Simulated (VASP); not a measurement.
Band structure of KBr (rock salt). Calculation: vdW-DF-cx, VASP's PBE PAW potentials (set 64) (plane waves; VASP).

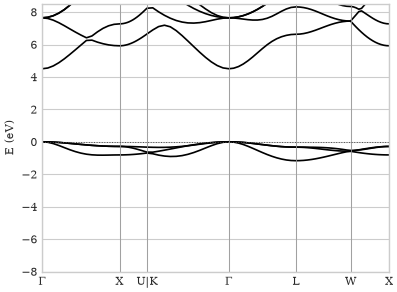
Figure. Bands along high-symmetry lines, zero at the valence-band maximum or, without a gap, the Fermi level

Question: Read the plot: is there a gap, and where are the band edges?

Answer: The gap is direct, 4.51 eV, from the valence maximum at Γ to the conduction minimum at Γ. (Edges off the drawn lines would not show.)

Measured: gap 7.40 eV (computed value off by -2.89 eV), as given by Aguado et al., (1998), arXiv:cond-mat/9809176.

The compound is KBr in the rock salt structure. It was relaxed first.
